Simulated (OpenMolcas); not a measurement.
**Single-point calculation of CH4FSi (part 1 of 4)**

CH4FSi, multiplicity 4, SMILES C[SiH]F, computed with M06-L/aug-cc-pVDZ, UKS (OpenMolcas 26.06).

The geometry is that of the parent species in another charge or spin state. The geometry comes from this level: PBE0-D4/def2-TZVP.

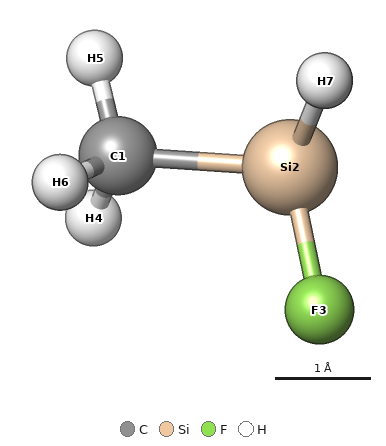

Figure 1. The structure (ball-and-stick view, seen at a tilt; atoms are numbered from 1 in the order of the input).

**Input file**
```
&GATEWAY
  BasLib=$CurrDir
  Coord
  7
  angstrom
  C       -0.653500       0.389500      -0.298000
  Si       0.917400      -0.594100      -0.104100
  F        0.640700      -1.812800       0.909600
  H       -1.444900      -0.207800      -0.754100
  H       -0.470200       1.260900      -0.931700
  H       -1.000700       0.738300       0.679600
  H        2.011300       0.226000       0.498700
  Basis=aug-cc-pVDZ
  Group=NoSym

&SEWARD
  GridInput
  Grid=UltraFine
  End of Grid

&SCF
  UHF
  Spin=4
  KSDFT=M06L
  Thresholds=1e-10 1e-07 1e-07 1e-05
  PrOrbitals=1 2
```

Hardware: 1 thread of Intel Xeon @ 2.50GHz (Skylake/Cascade Lake), 96 GiB of memory available, shared host.

Command:
```bash
export MOLCAS_MEM=1860
pymolcas calc.inp > calc.log
```

**Log**
```
--- Start Module: gateway ---

                                              &GATEWAY

                       available to each process: 1.9 GB of memory, 1 thread

 Basis Set     1 Label: C.AUG-CC-PVDZ
 Basis set is read from library:.
 basistype.tbl is not found

 Basis Set     2 Label: SI.AUG-CC-PVDZ
 Basis set is read from library:.
 basistype.tbl is not found

 Basis Set     3 Label: F.AUG-CC-PVDZ
 Basis set is read from library:.
 basistype.tbl is not found

 Basis Set     4 Label: H.AUG-CC-PVDZ
 Basis set is read from library:.
 basistype.tbl is not found

++    Symmetry information:
      ---------------------

                    Character Table for C1

                             E
                    a        1  x, y, xy, Rz, z, xz, Ry, yz, Rx, I
--

++    Basis set information:
      ----------------------

      Basis set label: C.AUG-CC-PVDZ.........

      Electronic valence basis set:
      ------------------
      Associated Effective Charge   6.000000 au
      Associated Actual Charge      6.000000 au
      Nuclear Model: Point charge

      Shell  nPrim  nBasis  Cartesian Spherical Contaminant
         s      10       4        X
         p       5       3        X
         d       2       2                 X

      Basis set label: SI.AUG-CC-PVDZ.........

      Electronic valence basis set:
      ------------------
      Associated Effective Charge  14.000000 au
      Associated Actual Charge     14.000000 au
      Nuclear Model: Point charge

      Shell  nPrim  nBasis  Cartesian Spherical Contaminant
         s      13       5        X
         p       9       4        X
         d       2       2                 X

      Basis set label: F.AUG-CC-PVDZ.........

      Electronic valence basis set:
      ------------------
      Associated Effective Charge   9.000000 au
      Associated Actual Charge      9.000000 au
      Nuclear Model: Point charge

      Shell  nPrim  nBasis  Cartesian Spherical Contaminant
         s      10       4        X
         p       5       3        X
         d       2       2                 X

      Basis set label: H.AUG-CC-PVDZ.........

      Electronic valence basis set:
      ------------------
      Associated Effective Charge   1.000000 au
      Associated Actual Charge      1.000000 au
      Nuclear Model: Point charge

      Shell  nPrim  nBasis  Cartesian Spherical Contaminant
         s       5       3        X
         p       2       2        X
--

++    Molecular structure info:
      -------------------------

                    ************************************************
                    **** Cartesian Coordinates / bohr, angstrom ****
                    ************************************************

     Center  Label                x              y              z                     x              y              z
        1      C1              -1.234936       0.736048      -0.563138             -0.653500       0.389500      -0.298000
        2      SI2              1.733635      -1.122686      -0.196720              0.917400      -0.594100      -0.104100
        3      F3               1.210748      -3.425696       1.718895              0.640700      -1.812800       0.909600
        4      H4              -2.730465      -0.392685      -1.425042             -1.444900      -0.207800      -0.754100
        5      H5              -0.888549       2.382756      -1.760658             -0.470200       1.260900      -0.931700
        6      H6              -1.891049       1.395185       1.284258             -1.000700       0.738300       0.679600
        7      H7               3.800806       0.427078       0.942406              2.011300       0.226000       0.498700

                    ***************************************
                    *    InterNuclear Distances / bohr    *
                    ***************************************

               1 C1            2 SI2           3 F3            4 H4            5 H5            6 H6
    1 C1       0.000000
    2 SI2      3.521586        0.000000
    3 F3       5.339397        3.040863        0.000000
    4 H4       2.062408        4.687202        5.883592        0.000000
    5 H5       2.065353        4.648642        7.088895        3.347889        0.000000
    6 H6       2.068289        4.655245        5.748994        3.352821        3.354372        0.000000
    7 H7       5.265057        2.823575        4.706931        6.995308        5.755109        5.783711

               7 H7
    7 H7       0.000000

                    *******************************************
                    *    InterNuclear Distances / angstrom    *
                    *******************************************

               1 C1            2 SI2           3 F3            4 H4            5 H5            6 H6
    1 C1       0.000000
    2 SI2      1.863543        0.000000
    3 F3       2.825487        1.609155        0.000000
    4 H4       1.091379        2.480361        3.113463        0.000000
    5 H5       1.092938        2.459955        3.751282        1.771627        0.000000
    6 H6       1.094491        2.463449        3.042237        1.774236        1.775057        0.000000
    7 H7       2.786148        1.494172        2.490801        3.701758        3.045473        3.060608

               7 H7
    7 H7       0.000000

                    **************************************
                    *    Valence Bond Angles / degree    *
                    **************************************
                          Atom centers                 Phi
                      4 H4       1 C1       5 H5       108.40
                      4 H4       1 C1       6 H6       108.52
                      5 H5       1 C1       6 H6       108.48
--

            Nuclear Potential Energy            106.88245195 au

--- Stop Module: gateway /rc=_RC_ALL_IS_WELL_ ---

--- Start Module: seward ---

                                              &SEWARD

                       available to each process: 1.9 GB of memory, 1 thread

               SEWARD will generate:
                  Multipole Moment integrals up to order  2
                  Kinetic Energy integrals
                  Nuclear Attraction integrals (point charge)
                  One-Electron Hamiltonian integrals
                  Velocity integrals
                  Orbital angular momentum around (  0.8723  -1.3303   0.3084 )
                  Velocity quadrupole around (  0.8723  -1.3303   0.3084 )
                  Two-Electron Repulsion integrals

                   Integrals are discarded if absolute value <: 1.00E-14
                   Integral cutoff threshold is set to       <: 1.00E-16

            Nuclear Potential Energy            106.88245195 au

      Basis set specifications :
      Symmetry species         a
      Basis functions          109

--- Stop Module: seward /rc=_RC_ALL_IS_WELL_ ---
--- Module seward spent 6 seconds ---

--- Start Module: scf ---

                                                &SCF

                       available to each process: 1.9 GB of memory, 1 thread

++    Input section:
      --------------

      Header of the integral files:

      Cartesian coordinates in angstrom:
      -----------------------------------------------------
      No.  Label        X            Y            Z
      -----------------------------------------------------
       1   C1        -0.65350000   0.38950000  -0.29800000
       2   SI2        0.91740000  -0.59410000  -0.10410000
       3   F3         0.64070000  -1.81280000   0.90960000
       4   H4        -1.44490000  -0.20780000  -0.75410000
       5   H5        -0.47020000   1.26090000  -0.93170000
       6   H6        -1.00070000   0.73830000   0.67960000
       7   H7         2.01130000   0.22600000   0.49870000
      -----------------------------------------------------
      Nuclear repulsion energy =  106.88245195
--

++    Orbital specifications:
      -----------------------

      Symmetry species               1
                                     a
      Frozen orbitals                0
      Start temperature = 0.500
      End temperature   = 0.010
      Temperature Factor= 0.460
      Deleted orbitals               0
      Total number of orbitals     109
      Number of basis functions    109
--

      Molecular charge                           0.000

      Numerical integration parameters
      --------------------------------
      Radial quadrature type:                         MHL
      Size of radial grid:                            99
      Lebedev angular grid:                           41
      Angular grid pruned with the crowding factor:  1.00E+10
                                 and fading factor:  1.00E+01
      Screening threshold for integral computation:   1.00E-11
      Radial quadrature accuracy:                     1.00E-25
      Maximum batch size:                             128
      AO values are stored on disk
      The same grid will be used for all iterations.

      DFT functional specifications
      -----------------------------
      Using Libxc version: 6.2.2
      Please cite the following reference:
      S. Lehtola, C. Steigemann, M. J.T. Oliveira, and M. A.L. Marques.,  SoftwareX 7, 1–5 (2018) doi:10.1016/j.softx.2017.11.002

      * Minnesota M06-L exchange functional
      * Minnesota M06-L correlation functional
        - Y. Zhao and D. G. Truhlar.,  Theor. Chem. Acc. 120, 215 (2008) doi:10.1007/s00214-007-0310-x

++    Optimization specifications:
      ----------------------------

      SCF Algorithm: Conventional USCF
      D(i)-D(i-1) density differences are used
      Number of density matrices in core                 5
      Maximum number of NDDO SCF iterations            400
      Maximum number of HF SCF iterations              400
      Threshold for SCF energy change             1.00E-10
      Threshold for density matrix                1.00E-07
      Threshold for Fock matrix                   1.00E-07
      Threshold for linear dependence             1.00E-09
      Threshold at which DIIS is turned on        1.50E-01
      Maximum depth in the DIIS procedure                5
      Maximum depth in the BFGS Hessian update          30
      Threshold at which QNR/C2DIIS is turned on  7.50E-02
      Threshold for Norm(delta) (QNR/C2DIIS)      1.00E-05
      All orbitals punched on: UHFORB
--

      Input vectors read from INPORB
      Orbital file label: *Guess orbitals

++ Convergence information
                               UHF M06L       iterations: Energy and convergence statistics

Iter     Tot. M06L       One-elec.       Two-elec.     Energy      Max Dij or  Max Fij      DNorm      TNorm      AccCon     Time
         Energy          Energy          Energy        Change      Delta Norm                                                in Sec.
   1  -425.752415830  -834.030345290   301.395477514   0.00E+00    2.15E-01*   4.29E-01*    1.31E+01   1.69E+02   None         8.
   2  -421.466094319  -824.940029657   296.591483392   4.29E+00*   1.34E-01*   1.39E-01*    2.03E+02   1.61E+02   EDIIS        7.
   3  -428.212257220  -845.203111731   310.108402565  -6.75E+00*   2.46E-01*   2.57E-01*    2.01E+01   1.69E+02   EDIIS        7.
   4  -416.524499180  -803.592204894   280.185253768   1.17E+01*   4.01E-01*   2.31E-01*    1.67E+02   1.64E+02   EDIIS        7.
   5  -428.363853345  -836.699287834   301.452982543  -1.18E+01*   2.24E-01*   1.63E-01*    4.36E+01   1.69E+02   EDIIS        7.
   6  -429.315289457  -846.083091646   309.885350243  -9.51E-01*   5.25E-01*   1.52E-01*    2.00E+01   1.70E+02   EDIIS        7.
   7  -429.433408106  -841.957034481   305.641174430  -1.18E-01*   2.38E-01*   5.09E-02*    3.96E+00   1.70E+02   EDIIS        7.
   8  -429.543955885  -844.255109756   307.828701925  -1.11E-01*   2.86E-01*   3.51E-02*    2.59E+00   1.70E+02   EDIIS        7.
   9  -429.549350626  -842.965089584   306.533287012  -5.39E-03*   8.03E-02*   1.58E-02*    1.52E+00   1.70E+02   EDIIS        7.

       Fermi aufbau procedure completed!
      nOcc(alpha)=   18
      nOcc(beta) =   15

  10  -429.563036706  -843.846681676   307.401193025  -1.37E-02*   1.25E-01*   5.63E-03*    6.69E-01   1.70E+02   c2DIIS       7.
  11  -429.563610646  -843.546690762   307.100628171  -5.74E-04*   5.22E-02*   8.08E-04*    5.75E-01   1.70E+02   c2DIIS       7.
  12  -429.563722601  -843.610407146   307.164232599  -1.12E-04*   6.11E-02*   6.48E-04*    2.86E-01   1.70E+02   QNRc2DIIS    7.
  13  -429.563723461  -843.665035023   307.218859616  -8.59E-07*   3.13E-02*   1.11E-03*    4.00E-01   1.70E+02   QNRc2DIIS    7.
  14  -429.563757679  -843.646064727   307.199855103  -3.42E-05*   1.20E-02*   8.89E-04*    1.19E-01   1.70E+02   QNRc2DIIS    7.
  15  -429.563769605  -843.632441676   307.186220126  -1.19E-05*   2.99E-02*   3.07E-04*    6.08E-02   1.70E+02   QNRc2DIIS    7.
  16  -429.563769122  -843.648706359   307.202485292   4.83E-07*   7.23E-03*   4.40E-04*    1.45E-01   1.70E+02   QNRc2DIIS    7.
  17  -429.563774550  -843.632552971   307.186326475  -5.43E-06*   4.46E-03*   8.51E-05*    3.79E-02   1.70E+02   QNRc2DIIS    7.
  18  -429.563774636  -843.623073028   307.176846447  -8.51E-08*   1.76E-03*   1.07E-04*    4.08E-02   1.70E+02   QNRc2DIIS    7.
  19  -429.563774889  -843.627978581   307.181751746  -2.54E-07*   1.05E-03*   1.33E-05*    1.37E-02   1.70E+02   QNRc2DIIS    7.
  20  -429.563774899  -843.627021086   307.180794241  -1.00E-08*   2.40E-04*   5.82E-06*    5.89E-03   1.70E+02   QNRc2DIIS    7.
  21  -429.563774902  -843.627322373   307.181095525  -2.50E-09*   7.72E-05*   1.36E-06*    2.60E-03   1.70E+02   QNRc2DIIS    7.
  22  -429.563774902  -843.627272712   307.181045865  -9.45E-11    1.88E-05*   7.92E-07*    7.80E-04   1.70E+02   QNRc2DIIS    7.
  23  -429.563774902  -843.627283715   307.181056867  -3.24E-11    1.48E-05*   1.57E-07*    1.66E-04   1.70E+02   QNRc2DIIS    7.
  24  -429.563774902  -843.627286224   307.181059376  -1.59E-12    6.24E-06    1.52E-07*    9.95E-05   1.70E+02   QNRc2DIIS    7.
  25  -429.563774902  -843.627283055   307.181056208  -1.71E-12    1.87E-06    7.32E-08     3.86E-05   1.70E+02   QNRc2DIIS    7.

       Convergence after  25 Iterations
--

 *****************************************************************************************************************************
 *                                             SCF/KS-DFT Program, Final results                                             *
 *                                                       Final Results                                                       *
 *****************************************************************************************************************************

::    Total KS-DFT energy                            -429.5637749021
      One-electron energy                            -843.6272830552
      Two-electron energy                             307.1810562076
      Nuclear repulsion energy                        106.8824519455
      Kinetic energy (interpolated)                   428.4379337821
      Virial theorem                                    1.0026277811
      Total spin, S(S+1)                                3.7551399310
      Total spin, S                                     1.5012845702
      Max non-diagonal density matrix element           0.0000005337
      Max non-diagonal Fock matrix element              0.0000000210

      All orbitals with orbital energies smaller than  E(LUMO)+0.5 are printed

++    Molecular orbitals:
      -------------------

      Title: UKS-DFT orbitals (alpha)

      Molecular orbitals for symmetry species 1: a
```
